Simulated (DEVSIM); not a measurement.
Device: Mo/SiO2/n-Si capacitor, at 300 K.

```tsv
layer (left to right)	material	thickness (nm)	Nd (cm⁻³)
1	SiO2	5.50	-
2	Si	7500	5.8e15
```

Metal gate on the left, work function 4.6 eV. Fixed charge at the semiconductor interface -3.1e10 cm⁻² (in units of +e); interface traps 1.7e12 cm⁻² eV⁻¹, uniform in energy, neutral level at 0.5 of the gap above the valence band.

Constants are typed, rounded textbook-type inputs, not results; the design itself was drawn at random and stands for no fabricated device. Values at 300 K.

```
parameter      SiO2       Si
-------------  ----  -------
gap (eV)          9    1.124
affinity (eV)   0.9     4.05
permittivity    3.9     11.7
Nc (cm⁻³)         -  2.86e19
Nv (cm⁻³)         -   3.1e19
```

Simulated with DEVSIM: 1D Poisson equation in equilibrium, Boltzmann statistics, complete ionisation; no quantum confinement or tunnelling. Metal contacts follow the ideal Schottky-Mott rule: no Fermi-level pinning, no interface dipoles.

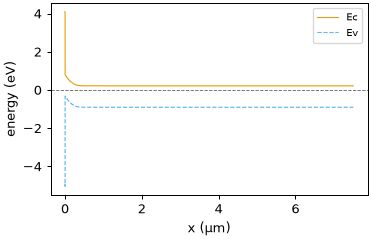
Band edges at -0.4 V on the gate

Energies count from the Fermi level of the right contact; mesh points crowd at the junctions.

| x (μm) | Ec (eV) | Ev (eV) | n (cm⁻³) | p (cm⁻³) | field (V/cm) |
|---|---|---|---|---|---|
| 0.000 | 4.100 | -4.900 | < 1e2 | < 1e2 | -270000 |
| 0.001272 | 4.066 | -4.934 | < 1e2 | < 1e2 | -270000 |
| 0.003106 | 4.016 | -4.984 | < 1e2 | < 1e2 | -270000 |
| 0.004807 | 3.970 | -5.030 | < 1e2 | < 1e2 | -270000 |
| 0.006404 | 0.799 | -0.325 | 1100000 | 1.1e14 | -32000 |
| 0.009157 | 0.790 | -0.334 | 1500000 | 7.7e13 | -31000 |
| 0.01520 | 0.772 | -0.352 | 3100000 | 3.7e13 | -31000 |
| 0.03759 | 0.705 | -0.419 | 4.1e7 | 2.8e12 | -29000 |
| 0.08191 | 0.587 | -0.537 | 4.0e9 | 2.9e10 | -25000 |
| 0.1853 | 0.379 | -0.745 | 1.2e13 | 9400000 | -15000 |
| 0.4126 | 0.226 | -0.898 | 4.6e15 | 25000 | -1100 |
| 1.254 | 0.220 | -0.904 | 5.8e15 | 20000 | ≈ 0 |
| 2.919 | 0.220 | -0.904 | 5.8e15 | 20000 | ≈ 0 |
| 5.398 | 0.220 | -0.904 | 5.8e15 | 20000 | ≈ 0 |
| 6.818 | 0.220 | -0.904 | 5.8e15 | 20000 | ≈ 0 |
| 7.201 | 0.220 | -0.904 | 5.8e15 | 20000 | ≈ 0 |
| 7.376 | 0.220 | -0.904 | 5.8e15 | 20000 | ≈ 0 |
| 7.450 | 0.220 | -0.904 | 5.8e15 | 20000 | ≈ 0 |
| 7.488 | 0.220 | -0.904 | 5.8e15 | 20000 | ≈ 0 |
| 7.498 | 0.220 | -0.904 | 5.8e15 | 20000 | ≈ 0 |
| 7.503 | 0.220 | -0.904 | 5.8e15 | 20000 | ≈ 0 |
| 7.505 | 0.220 | -0.904 | 5.8e15 | 20000 | ≈ 0 |
